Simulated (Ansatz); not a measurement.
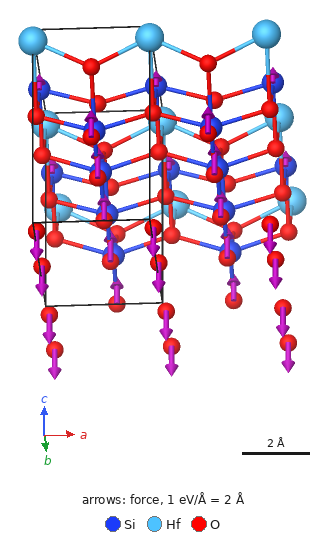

Starting geometry of a crystal of HfSi3O8 (built on the tetragonal host type) with the computed forces as purple arrows. Style: ball-and-stick. Shown: the cell of the calculation, repeated 2 × 2 × 1 with one cell outlined, from a free direction.

Theory: DFT, r2SCAN, plane waves, PAW in Ansatz.

Input file:
```yaml
crystal:
  lattice:
    - [3.5379272715, 0.0, 0.0]
    - [0.0, 5.7662842594, 0.0]
    - [0.0, 0.0, 6.4912079992]
  atoms:
    - { symbol: Si, position: [0.5, 0.2529976242, 0.5773716414] }
    - { symbol: Hf, position: [0.0, 0.0, -0.0583230549] }
    - { symbol: O, position: [0.5, 0.0, 0.4360891234] }
    - { symbol: O, position: [0.0, 0.2898907464, 0.0811804526] }
    - { symbol: O, position: [0.0, 0.2659259033, 0.6670479112] }
    - { symbol: O, position: [0.5, 0.0, 0.7987948811] }
    - { symbol: Si, position: [0.5, 0.7470023758, 0.5773716414] }
    - { symbol: Si, position: [0.0, 0.5, -0.0926759277] }
    - { symbol: O, position: [0.5, 0.5, 0.4402696286] }
    - { symbol: O, position: [0.0, 0.7101092536, 0.0811804526] }
    - { symbol: O, position: [0.0, 0.7340740967, 0.6670479112] }
    - { symbol: O, position: [0.5, 0.5, 0.8246453391] }
kpoints:
  mp_grid: { grid: [6, 4, 4] }
hamiltonian:
  xc: r2scan
scf:
  occupations: { method: fermi_dirac, width: 0.02 }
relax:
  f_tol: 0.005
  cell: {}
output:
  write_density: true
  write_potential: true
  elf: true
  volumetric_format: npy
```

**Is this structure relaxed? If not, where do the atoms go?**

It isn't relaxed: the largest force vector, on O9, is 0.53 eV/Å. Measured relative to the changing cell, the final displacements run against the starting forces (cosine between the two patterns −0.61). The atom that moves furthest relative to the cell is O3 (0.23 Å along −c). Largest moves by element: O 0.23 Å, Hf 0.16 Å, Si 0.12 Å. The volume changes by −11.9 %, with a 3.538 → 3.444 Å (−2.6 %), b 5.766 → 5.815 Å (+0.8 %), c 6.491 → 5.822 Å (−10.3 %). Near-neighbour distances that change, for instance: Hf2–Hf2 3.538 → 3.444 Å, Si8–O12 1.849 → 1.799 Å, Si1–O5 1.864 → 1.817 Å, O5–Si8 2.063 → 2.098 Å. Bond angles that change, for instance: Si1–O9–Si7 116.0° → 120.9°, O6–Hf2–O6 124.7° → 120.1°, Hf2–O6–Hf2 124.7° → 120.1°. The space group stays Pmm2 (No. 25). The energy falls by 16.3 meV per atom in 12 accepted moves (14 points after the start). Largest force component: 0.53 eV/Å at the start, 0.0018 eV/Å at the end. Pressure: −6.58 GPa at the start and 0.00 GPa at the end. The SCF was repeated twice at an unchanged geometry on a basis and grid sized afresh for the cell, which shifted the energy by 0.9 meV per atom at most.
